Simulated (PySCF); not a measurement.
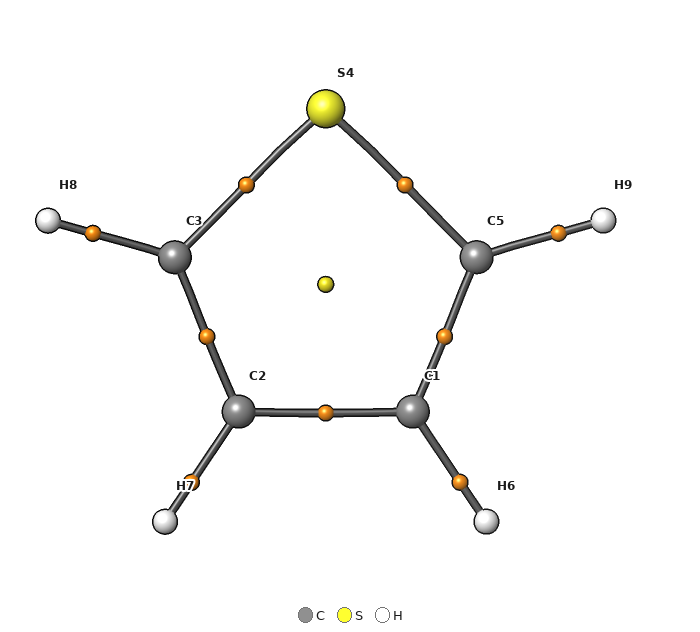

Figure. C$_{4}$H$_{4}$S, SMILES `c1ccsc1`. Molecular graph of the electron density (QTAIM): bond paths, bond critical points (orange), ring points (yellow, if any); weak paths are dashed.

Computed with PySCF, TPSS/def2-TZVP, geometry: GFN2-xTB. No frequency check shows the geometry to be a minimum. GFN2-xTB bond lengths at metals and heavier atoms can be off by up to 0.1 Å and shapes distorted, which carries into these values.

### How many critical points of each kind are there, and does the count close?

9 nuclei, 9 bond, 1 ring and 0 cage critical points: 9 − 9 + 1 − 0 = 1, as the Poincaré–Hopf relation requires.

### Tabulate density, Laplacian, ellipticity and energy density at the bond critical points (atomic units).

```csv
bond,length (Å),ρ (a.u.),∇²ρ (a.u.),ε,H (a.u.)
C2–C3 (2 alike),1.356,0.334,−0.98,0.28,−0.376
C1–C2,1.415,0.302,−0.85,0.17,−0.310
C3–H8 (2 alike),1.072,0.291,−1.05,0.03,−0.302
C1–H6 (2 alike),1.075,0.289,−1.03,0.02,−0.299
S4–C5 (2 alike),1.719,0.215,−0.43,0.24,−0.181
```

### What kind of interaction is C1–C2?

Shared-shell (covalent): ρ = 0.302, ∇²ρ = −0.85, H = −0.310 a.u. Its ellipticity of 0.17 shows that the density isn't cylindrical about the bond.

Run time: 57 s on 1 thread of Arm Neoverse V1, with other jobs on the host, peak memory 0.69 GiB.
